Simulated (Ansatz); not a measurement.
Process, species as SMILES: [SiH][SiH3] (SiH-SiH3) (closed-shell singlet) → 4 H atom + 2 Si atom
B3LYP-D3(BJ)/def2-TZVP geometries, fixed; electronic energies without zero-point terms.
Largest species:
```xyz
6

Si     0.0071     1.0500     0.8096
H     -0.4184     1.8608    -0.4081
Si     0.0198    -0.9006    -0.5838
H      0.9769    -0.6998    -1.7070
H     -1.3363    -1.1013    -1.1659
H      0.4013    -2.1512     0.1194
```

Basis-set convergence of the atomisation energy at CCSD(T) with Ansatz (an electronic-structure program). All functions are spherical. Cores are frozen. A restricted Hartree-Fock determinant is unstable towards unrestricted orbitals. Open shells are unrestricted. No added dispersion term, no relativity. Functions are those of the species that has most. Reference: Hartree-Fock in cc-pV(Q+d)Z plus the correlation part extrapolated as X^-3 from cc-pV(T+d)Z and cc-pV(Q+d)Z, 367.05 kcal/mol, itself unsure by roughly 1.70 kcal/mol (a third of the extrapolation step and of the last Hartree-Fock step). Deviations are taken from unrounded values.

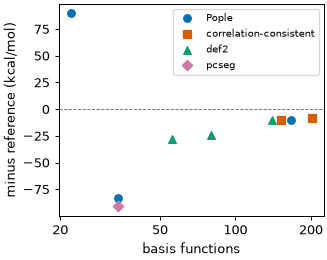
Deviation from the reference against the number of basis functions, by family of sets.

```
basis              functions  atomisation energy (kcal/mol)  minus reference (kcal/mol)
-----------------  ---------  -----------------------------  --------------------------
STO-3G                    22                         456.77                       89.72
3-21G                     34                         284.14                      -82.91
pcseg-0                   34                         276.11                      -90.93
def2-SVP                  56                         339.57                      -27.48
def2-SVPD                 80                         342.64                      -24.41
def2-TZVPP               140                         357.13                       -9.92
jun-cc-pV(T+d)Z          152                         356.48                      -10.57
6-311++G(3df,3pd)        166                         357.34                       -9.71
aug-cc-pV(T+d)Z          202                         358.43                       -8.61
```
